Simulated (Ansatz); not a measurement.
# What CsZnH3 (model cell, started as cubic perovskite with Zn in the octahedra) distorts into, part 3 of 3

Which phase does CsZnH3 (model cell, started as cubic perovskite with Zn in the octahedra) fall into along its unstable mode, and how much energy does it gain?

Ansatz 0.2.0; DFT r2SCAN, scalar-relativistic, plane waves, PAW; PAW set soft_1.

So far. Step 5 (Energy along the mode, all amplitudes (two of the runs …): The lowest of the steps tried is at 0.45 Å, 62.7 meV/atom below the parent; the bottom of the well need not coincide with a step. Step 7 (The new phase in its own primitive cell): The largest force component left is 0.080 meV/Å and the pressure is 0.002 GPa, within the tolerances set. The cell now holds 15.69 Å³/atom. The relaxed cell has a = 5.971, c = 8.804 Å (conventional setting).

The structure was built from a prototype and need not be the compound's stable phase.

## (8) Modes of the new phase, k-mesh 6×6×6, occupations fixed

A relaxed structure may still be a saddle point, so its zone-centre modes are computed. The response to a homogeneous field gives the Born charges and the dielectric tensor.

input.yaml

```yaml
crystal:
  lattice:
    - [-2.9852846335, 2.9852846335, 4.4019992066]
    - [2.9852846335, -2.9852846335, 4.4019992066]
    - [2.9852846335, 2.9852846335, -4.4019992066]
  atoms:
    - { symbol: Cs, position: [0.75, 0.25, 0.5] }
    - { symbol: Cs, position: [0.25, 0.75, 0.5] }
    - { symbol: Zn, position: [0.0, 0.0, 0.0] }
    - { symbol: Zn, position: [0.5, 0.5, 0.0] }
    - { symbol: H, position: [0.7896070385, 0.2103929615, 0.0] }
    - { symbol: H, position: [0.2103929615, 0.7896070385, 0.0] }
    - { symbol: H, position: [0.6790702986, 0.6790702986, 0.0] }
    - { symbol: H, position: [0.3209297014, 0.3209297014, 0.0] }
    - { symbol: H, position: [0.2103929615, 0.2103929615, 0.420785923] }
    - { symbol: H, position: [0.7896070385, 0.7896070385, 0.5792140769] }
kpoints:
  mp_grid: { grid: [6, 6, 6] }
hamiltonian:
  xc: r2scan
  pseudopotentials: { kind: paw, azcp: { folder: soft_1 } }
scf:
  occupations: { method: fixed }
output:
  eigenvalues: true
phonons:
  method: dfpt
  dielectric: true
  rigid_motions: translations
```

On the command line:

```sh
ansatz run input.yaml --threads 4 --pin off --max-ram 16384MiB --backend cpu --events-out ev --progress --plain --runs-dir out
```

Numbers of over 12 decimals in the logs are rounded to 6 here.

What it wrote:

```text
[...]
Crystal: 10 atoms, lattice volume = 156.921 Å³
Basis set: ecut = 500 eV, 3969 PW (Γ), exchange–correlation on 270×270×270 points (216 copies of the dense FFT grid, shifted against one another)
Bands: 34, of which v1, the nominal top of the filled ones, is band 24 counted from 1 (23 counted from 0)
Symmetry: 16 space group operations
k-points: 112 of 216 (irreducible under 1 space group operation, time reversal used)
[...]
SCF iter   1: F=—  HF=-18123.252925 eV  |F-HF|=—  |Δ(HF+E_count)|=         —  Δρ=1.00e-1  dr2=1.31e1  dr2_τ=4.43e-2  ethr=3.10e-3  ⟨swp⟩=5.0  Hψ=16890  notcnv=0  defer=860
[...]
SCF iter  12: F=-18119.945147 eV  HF=-18119.945147 eV  |F-HF|=0.00e0  |Δ(HF+E_count)|=  1.35e-10  Δρ=1.43e-7  dr2=3.77e-11  dr2_τ=1.50e-12  ethr=1.00e-12  ⟨swp⟩=16.8  Hψ=28730  notcnv=0
SCF 1 converged in 12 iterations: F = -18119.945147 eV  dr2 = 3.77e-11
[...]
NSCF: frozen V_eff on 4 k-points
DFPT response loops at Γ: preconditioner auto → Resta (q_TF=auto, 2.240 Å⁻¹)  ε∞=7.6 (no band partly filled); β = 1.00, the filter's whole step (`scf.mixing.beta` (0.50) is not read by the response loops at its default; to damp them type it under 1.00, their step now; it binds the ground state too); Broyden in place of MSR1
── the response to a field inside a basis, on 6×6×6 k-points: an SCF that follows is theirs, and a resumed run solves both again ──
Bands: 25, of which v1, the nominal top of the filled ones, is band 24 counted from 1 (23 counted from 0)
k-points: 28 of 216
[...]
Eigensolver: Dense (28 Hₖ)
SCF iter   1: F=—  HF=-18119.878820 eV  |F-HF|=—  |Δ(HF+E_count)|=         —  Δρ=2.42e-4  dr2=2.55e-5  dr2_τ=7.31e-6  ethr=1.00e-1
[...]
SCF iter   5: F=-18119.878878 eV  HF=-18119.878878 eV  |F-HF|=1.14e-9  |Δ(HF+E_count)|=   1.31e-7  Δρ=3.49e-6  dr2=9.21e-9  dr2_τ=6.55e-10  ethr=3.47e-10
SCF 1 converged in 5 iterations: F = -18119.878878 eV  dr2 = 9.21e-9
[...]
SCF converged after 12 iterations
Free energy (F): -18119.945147 eV
[...]
Internal energy: -18119.945147 eV  (E = F + TS)
E sigma→0 (E₀):  -18119.945147 eV
Fermi energy:    5.347707 eV
[...]
--- Band table (eV; the first three rows and the last of 112) ---
  k-point 0: bands = [... 20 lower, 1.6388, 1.6864, 1.6864, 4.8704, 6.3945, 8.4621, 9.3038, 9.3038, ... 6 higher]
  k-point 1: bands = [... 20 lower, 1.4292, 1.9105, 2.6982, 4.6303, 6.6605, 8.3530, 9.1132, 9.3328, ... 6 higher]
  k-point 2: bands = [... 20 lower, 1.8320, 2.3612, 2.4477, 4.9230, 7.6721, 8.1767, 8.7474, 9.4187, ... 6 higher]
  k-point 111: bands = [... 20 lower, 1.1376, 2.5661, 2.5661, 5.3442, 8.4760, 8.5682, 8.5682, 8.8211, ... 6 higher]
[...]
k mesh reduced under 1 symmetry operation, with k and −k counted as one. Each operation leaves every solved perturbation unchanged. A smaller set is not considered because the functional reads the kinetic-energy density
  ASR residual: 1.497e-4 → 0.000e0 eV/Å²; symmetrization residual: 2.139e-6 eV/Å²
  ASR residual per site (eV/Å²): 1.05e-4 1.05e-4 1.50e-4 8.30e-5 3.39e-5 3.39e-5 2.06e-5 2.06e-5 3.39e-5 3.39e-5
  Γ frequencies (cm⁻¹): -147.53 -105.48 -105.48 0.00 0.00 0.00 73.72 80.26 80.26 110.45 115.41 120.75 120.75 372.87 482.55 482.55 542.79 542.79 595.85 699.12 699.12 716.01 755.57 755.57 952.78 1086.95 1086.95 1167.15 1614.74 1636.84
  ε∞ (high-frequency dielectric tensor):
        5.351580    -0.000000    -0.000000
       -0.000000     5.351580     0.000000
       -0.000000     0.000000     4.244803
  softest optical mode at Γ: -147.53 cm⁻¹; the repairs (sum rule, projections) moved no ω² at Γ by more than (5.16 cm⁻¹)²
  Born effective charges Z* (e; rows j = field, columns β = displacement):
    site 0:
         0.99030   -0.00000   -0.00000
         0.00000    0.99030   -0.00000
         0.00000   -0.00000    1.36234
    site 1:
         0.99030    0.00000   -0.00000
        -0.00000    0.99030   -0.00000
         0.00000   -0.00000    1.36234
    site 2:
         2.49130    0.00000   -0.00000
         0.00000    2.49130    0.00000
        -0.00000    0.00000    1.25722
    site 3:
         2.60812    0.00000   -0.00000
         0.00000    2.60812   -0.00000
        -0.00000   -0.00000    1.29853
    site 4:
        -1.31174    0.32657   -0.00000
         0.32657   -1.31174   -0.00000
         0.00000   -0.00000   -0.80123
    site 5:
        -1.31174    0.32657   -0.00000
         0.32657   -1.31174   -0.00000
         0.00000   -0.00000   -0.80123
    site 6:
        -0.91653   -0.00000   -0.00000
         0.00000   -0.91653   -0.00000
         0.00000   -0.00000   -1.03776
    site 7:
        -0.91653    0.00000    0.00000
        -0.00000   -0.91653   -0.00000
         0.00000   -0.00000   -1.03776
    site 8:
        -1.31174   -0.32657    0.00000
        -0.32657   -1.31174   -0.00000
         0.00000   -0.00000   -0.80123
    site 9:
        -1.31174   -0.32657    0.00000
        -0.32657   -1.31174   -0.00000
         0.00000   -0.00000   -0.80123
  Z* charge neutrality: 4.307e-3 e pre-enforcement
  solved inside a basis spanned on kpoints, on 6×6×6 k-points, its susceptibility summed on 8×8×10: ε∞ is read to err by 2.2e-2, Z* by 2.0e-2 e (field_mesh: kpoints solves on kpoints); Z* is corrected for what the basis lacks
  optical modes at Γ without the LO–TO term, one row a degenerate level:
      ω (cm⁻¹)  modes    IR ((D/Å)²/amu)
       -147.53      1             0.0000
       -105.48      2            36.9582
         73.72      1             0.0000
         80.26      2             0.0000
        110.45      1             0.0790
        115.41      1             1.3936
        120.75      2             1.1534
[...]
optical modes at Γ + LO–TO along q̂ = [1.0000, 0.0000, 0.0000]:
      ω (cm⁻¹)  modes    IR ((D/Å)²/amu)
[...]
optical modes at Γ + LO–TO along q̂ = [0.0000, 1.0000, 0.0000]:
      ω (cm⁻¹)  modes    IR ((D/Å)²/amu)
[...]
optical modes at Γ + LO–TO along q̂ = [0.0000, 0.0000, 1.0000]:
      ω (cm⁻¹)  modes    IR ((D/Å)²/amu)
[...]
372.87      1             0.0000
        482.55      2           349.0307
        542.79      2             0.0000
        595.85      1             0.0000
        699.12      2             0.0000
        755.57      2             3.6145
        844.46      1            58.4757
        952.78      1             0.0000
       1086.95      2            30.5934
       1167.15      1             0.0000
       1614.74      1             0.0000
       1681.49      1            50.7197
```

Run time: 19 min. Hardware: 4 threads of Arm Neoverse V1, shared host; peak memory 7.1 GiB.

Numbers from this step:

```
sum-rule residual before enforcement                    : 1.50e-4 eV/Å²
miss of the charge sum rule                             : 0.004307 e
estimated error of the dielectric tensor                : 0.02157
estimated error of the Born charges                     : 0.01973 e
point group                                             : 4/mmm
highest optical mode at the zone centre (no LO-TO term) : 1637 cm⁻¹
lowest optical zone-centre mode                         : -147.5 cm⁻¹
mean high-frequency dielectric constant                 : 4.983
largest Born charge (third of the trace)                : 2.172 e
top of the zone-centre spectrum with the field          : 1681 cm⁻¹
```

Patterns of degenerate modes are one choice out of their space. The modes at Γ (shares of kinetic energy by element, %) (negative means imaginary):

```tsv
mode	frequency (cm⁻¹)	symmetry	Cs %	Zn %	H %
1	-147.5	B2g	0	0	100
2	-105.5	Eu	7	87	6
3	-105.5	Eu	7	87	6
4	0.0	acoustic	66	32	2
5	0.0	acoustic	66	32	2
6	0.0	acoustic	66	32	1
7	73.7	B1g	100	0	0
8	80.3	Eg	100	0	0
9	80.3	Eg	100	0	0
10	110.5	A2u	4	95	1
11	115.4	A2u	30	68	2
12	120.8	Eu	26	72	2
13	120.8	Eu	26	72	2
14	372.9	B1u	0	0	100
15	482.6	Eu	1	7	92
16	482.6	Eu	1	7	92
17	542.8	Eg	0	0	100
18	542.8	Eg	0	0	100
19	595.9	A2g	0	0	100
20	699.1	Eg	0	0	100
21	699.1	Eg	0	0	100
22	716.0	A2u	0	2	98
23	755.6	Eu	0	1	99
24	755.6	Eu	0	1	99
25	952.8	B1g	0	0	100
26	1087.0	Eu	0	1	99
27	1087.0	Eu	0	1	99
28	1167.2	A1g	0	0	100
29	1614.7	A1g	0	0	100
30	1636.8	A2u	0	3	97
```

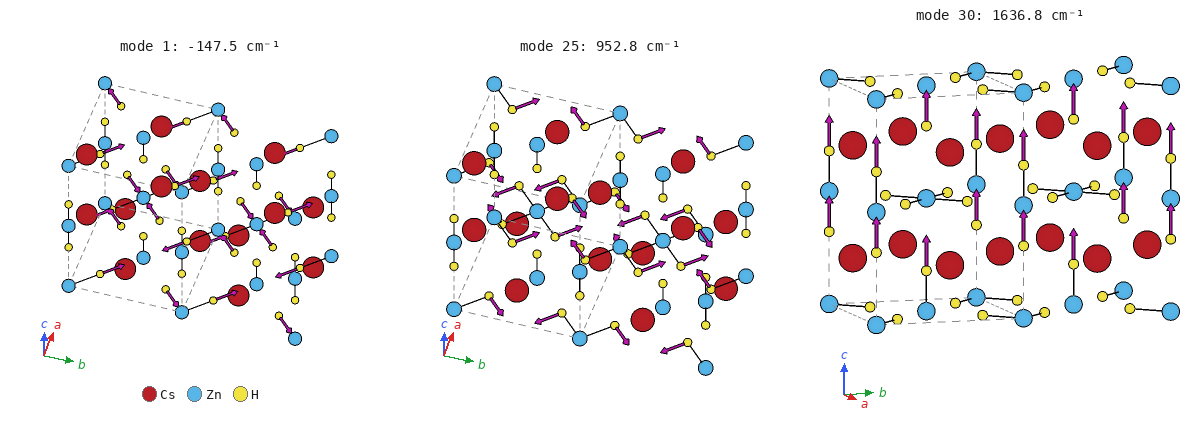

Displacement patterns of modes 1, 25 and 30 at Γ; arrows are exaggerated. 1×2×1 conventional cells are drawn. Some periodic images of atoms are drawn too.

Optical modes at the zone centre, without and with the macroscopic field of the longitudinal modes; each column is sorted by frequency, so a row need not hold one and the same mode. Modes with and without the field, by row:

```tsv
rank among optical modes	no field (cm⁻¹)	q along (1, 0, 0) (cm⁻¹)	q along (0, 0, 1) (cm⁻¹)
1	-147.5	-147.5	-147.5
2	-105.5	-105.5	-105.5
3	-105.5	62.8	-105.5
4	73.7	73.7	73.7
5	80.3	80.3	80.3
6	80.3	80.3	80.3
7	110.5	110.5	110.7
8	115.4	115.4	120.8
9	120.8	120.8	120.8
10	120.8	125.2	128.3
11	372.9	372.9	372.9
12	482.6	482.6	482.6
13	482.6	542.8	482.6
14	542.8	542.8	542.8
15	542.8	595.9	542.8
16	595.9	699.1	595.9
17	699.1	699.1	699.1
18	699.1	716	699.1
19	716	747.6	755.6
20	755.6	755.6	755.6
21	755.6	830.2	844.5
22	952.8	952.8	952.8
23	1087	1087	1087
24	1087	1121	1087
25	1167	1167	1167
26	1615	1615	1615
27	1637	1637	1682
```

Born charge (rows field, columns displacement) (e), principal values of the symmetric part by kind of site:

```tsv
atom	atoms with these values	low	middle	high	mean
Cs1	2	0.99	0.99	1.36	1.11
Zn3	1	1.26	2.49	2.49	2.08
Zn4	1	1.30	2.61	2.61	2.17
H5	4	-1.64	-0.99	-0.80	-1.14
H7	2	-1.04	-0.92	-0.92	-0.96
```

In full for H5:

```
-1.31  0.33  0.00
 0.33 -1.31  0.00
 0.00  0.00 -0.80
```

High-frequency dielectric tensor:

```
5.35 0.00 0.00
0.00 5.35 0.00
0.00 0.00 4.24
```

Transverse modes; imaginary modes are left out. Lines of the infrared spectrum (strongest = 100):

```tsv
position (cm⁻¹)	label	relative intensity
74	B1g	0.0
80	Eg	0.0
110	A2u	0.0
115	A2u	0.4
121	Eu	0.3
373	B1u	0.0
482	Eu	100
543	Eg	0.0
596	A2g	0.0
699	Eg	0.0
716	A2u	19
756	Eu	1.0
953	B1g	0.0
1087	Eu	8.8
1167	A1g	0.0
1615	A1g	0.0
1637	A2u	12
```

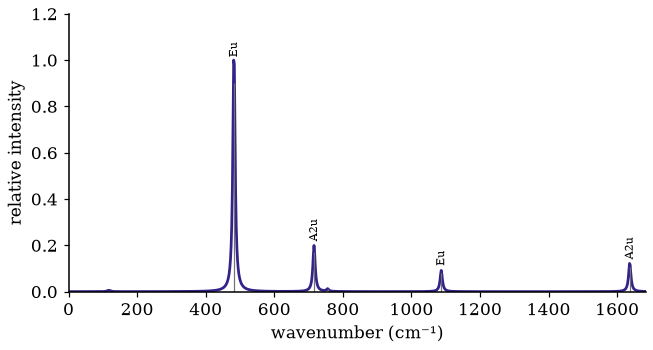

The infrared spectrum, broadened with Lorentzians of width 8 cm⁻¹; bars mark the lines.

Before it was imposed, the acoustic sum rule was missed by 1.5e-4 eV/Å² and the charge sum rule by 0.0043 e. Small misses are needed for a sound result but don't prove that mesh and cutoff are converged. The lowest optical mode is imaginary, 147.5i cm⁻¹, so the energy falls along it.

## (9) Results

```yaml
unstable_mode_of_the_parent: q = (-0.5, -0.5, -0.5), 1093i cm⁻¹
depth_at_the_lowest_point_sampled: 62.7 meV/atom
largest_atomic_shift_at_that_point: 0.45 Å
space_group_reached_within_0p01_a: I4/mmm
energy_gained_over_the_parent_first_relaxation_on_the_mesh_of_the_frozen_mode: 87.2 meV/atom
volume_per_atom_phase_reached: 15.7 Å³
gap_on_the_k_mesh_phase_reached: 1.05 eV
lowest_optical_zone_centre_mode_phase_reached: -148 cm⁻¹
highest_optical_mode_at_the_zone_centre_no_lo_to_term_phase_reached: 1637 cm⁻¹
```

In words: Along this mode the structure falls into I4/mmm, 87.2 meV/atom below the parent. At the parent's cell the well is 62.65 meV/atom deep on the steps tried, with its lowest point at a shift of 0.45 Å. Relaxing atoms and cell changes the gain by +24.57 meV/atom against the lowest step (energies at zero smearing). The new phase still has an imaginary mode at the zone centre of its cell, so it is a saddle point on the way to a lower structure. Of the 4 patterns followed to their end from this parent, this one ends 1.76 meV/atom above the lowest, P4/mbm. Each path keeps the symmetry of its pattern, so a lower phase may lie along a pattern not tried. The q mesh stands for a supercell only 8.2 Å across, so branches between the solved wavevectors are rough. With no gap, or one that is small against the smearing, the frequencies hang on the k mesh and the smearing, most of all near Kohn anomalies. Spin-orbit coupling is left out, which can matter for the heavy elements here. A phonon run warned that its eigensolver left some bands unconverged in a pass. The starting cell was built on a prototype and not taken from a measurement, so the phase need not exist.

[Logs are printed without paths, hosts, clocks, repeated set-up lines and the standing remarks that a program may print on its own settings, such as how far it seeks lower states.]

[Hosts, paths, dates, database ids (printed as entryN), source tags and the programs' standing remarks are cut or masked in the printed files.]
